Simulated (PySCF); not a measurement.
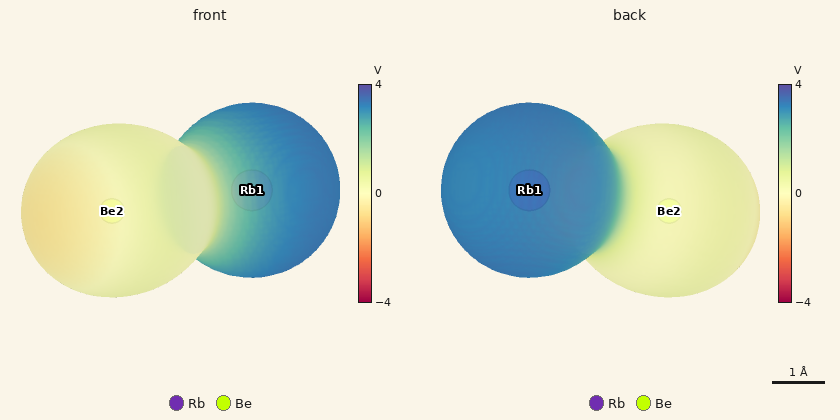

Figure. RbBe (doublet). The electrostatic potential painted on the density surface at 0.004 e/bohr³, seen from the front and from behind; red is negative and blue positive.

Core potentials replace the inner electrons of Rb.

Computed with PySCF, PBE0/def2-SVP, non-relativistic Hamiltonian with scalar-relativistic core potentials where named, at a bond length of 3.595 Å.

```xyz
2

Rb    0.0000    0.0000   -0.3449
Be    0.0000    0.0000    3.2501
```

Which sites attract a positive test charge, and which a negative one?

A positive charge is drawn to the negative regions and a negative charge to the positive ones. The most negative region (about −0.6 V) lies over Be2, the most positive (about +3.4 V) over Rb1.
